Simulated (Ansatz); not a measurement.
One crystal and one scan (energy against volume) at two levels, PBE (plane waves to 420 eV, PAW, scalar-relativistic; Ansatz, an electronic-structure program) and r2SCAN (plane waves to 500 eV, PAW, scalar-relativistic; Ansatz), each from its own relaxed cell and on its own mesh. The cell shown is that of PBE.

Lu (hcp, Mg type)

```yaml
crystal:
  lattice:
    - [3.50707, 0.00000, 0.00000]
    - [-1.75353, 3.03721, 0.00000]
    - [0.00000, 0.00000, 5.46215]
  atoms:
    - { symbol: Lu, position: [0.33333, 0.66667, 0.75000] }
    - { symbol: Lu, position: [0.66667, 0.33333, 0.25000] }
```

E(V) scan at fixed shape, V₀ the volume above. Symmetry pins the atoms to their sites.

Energies are smeared free energies. Lu is run without spin polarisation. Lu was relaxed with its symmetry unable to fall. The PAW data are Ansatz's earlier set. With the shape held, the modulus is that of even scaling; a crystal free to change shape is softer. Percentages come from the unrounded values. Both scans cover V/V₀ from 0.900 to 1.100.

| quantity | PBE | r2SCAN | PBE − r2SCAN |
|---|---|---|---|
| Lattice constant a (Å) | 3.507 | 3.504 | +0.003 |
| Lattice constant c (Å) | 5.462 | 5.452 | +0.010 (+0.2 %) |
| Relaxed volume (Å³/atom) | 29.09 | 28.99 | +0.10 (+0.3 %) |
| Pressure at the smallest volume (GPa) | 5.9 | 5.9 | 0.0 |
| Energy cost of the largest compression (meV/atom) | 50 | 50 | 0 |
| Energy cost of the largest expansion (meV/atom) | 37 | 37 | 0 |
| Bulk modulus at fixed cell shape B₀ (third-order Birch-Murnaghan fit) (GPa) | 46.7 | 46.8 | -0.1 (-0.3 %) |
| Pressure derivative B₀′ (fit) | 3.5 | 3.5 | 0.0 |
| Pressure for 5 % compression (fit) (GPa) | 2.6 | 2.6 | 0.0 |

They agree on: lattice constant a (within 0.2 %); lattice constant c (within 0.2 %); relaxed volume (within 0.6 %); pressure at the smallest volume (within 1.5 %); energy cost of the largest compression (within 1.5 %); energy cost of the largest expansion (within 1.5 %); bulk modulus at fixed cell shape B₀ (within 1.5 %); pressure derivative B₀′ (within 1.5 %). Neither level is exact: the differences show how much the result hangs on the functional.

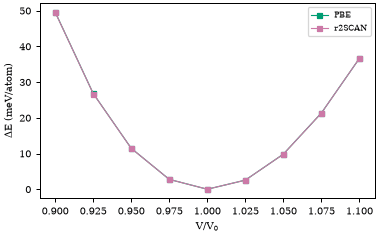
*ΔE, each from the relaxed starting cell of its own level.*

(Under strain, the slope of the energy per volume gives the stress and its curvature an elastic modulus.)
